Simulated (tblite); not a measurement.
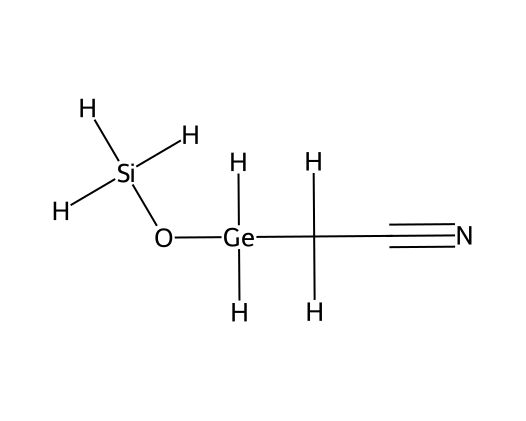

Simulated data, not a measurement (program: tblite).

2D structure.

Transcribe the drawing into SMILES.

Answer. N#C[CH2][GeH2][O][SiH3]

Give the formula, hydrogens included.

Answer. C2H7GeNOSi.

An optimisation with GFN2-xTB gave a structure of which point group?

Answer. C1. Other conformers may differ.
